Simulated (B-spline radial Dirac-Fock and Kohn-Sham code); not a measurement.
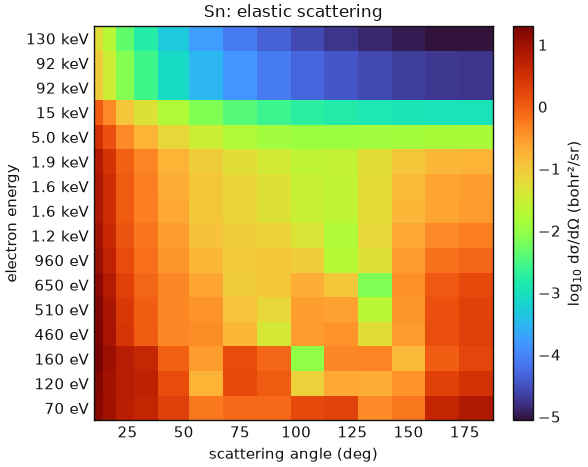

A map of the differential cross section for elastic electron scattering over angle and energy (one row an energy, not to scale). Species: the tin atom. Level of theory: Dirac partial waves in the static Dirac–Fock field with Furness–McCarthy exchange, no polarisation or absorption; calculated with a B-spline radial code.

Question: At which energies and angles does the cross section have minima?

Answer: The deepest dip lies at 651 eV and 135° (0.0068 bohr²/sr). Marked minima (at least 40 % below the values at larger angles) show at 70 eV (60°, 90° and 135°); 120 eV (60°, 105° and 135°); 160 eV (60°, 105° and 150°); 460 eV (90° and 135°); 650 eV (75° and 135°), and at further energies up to 1.9 keV; above that any minima are shallower. At 90° the cross section goes from 0.77 bohr²/sr at 70 eV to 4.4 × 10⁻⁵ at 130 keV. The model is rough under about 200 eV.
